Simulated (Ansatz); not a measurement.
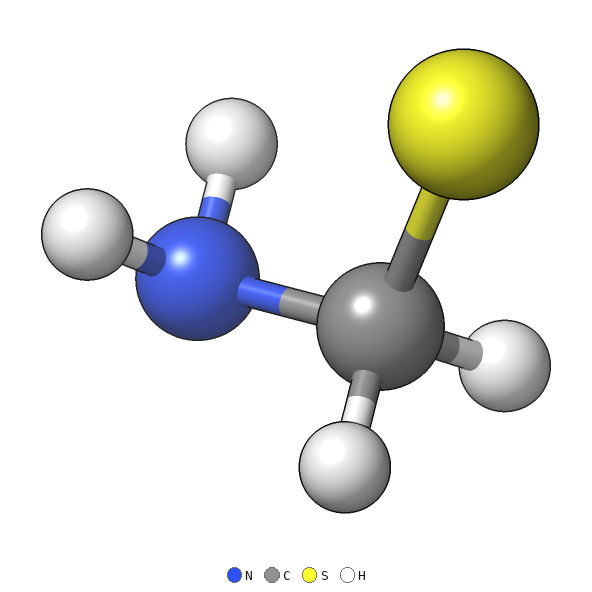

State: charge −1, singlet. The computed structure is the end point of a PBE0-D4/def2-TZVPD optimisation. No frequency run is at hand to confirm it as a minimum. Method: RKS PBE0-D4/def2-TZVPPD (Ansatz 0.2.0).

### Give the dispersion correction at this level.

−10.2 kJ/mol.

### What is the HOMO energy (Kohn–Sham orbital)?

−0.09 eV.
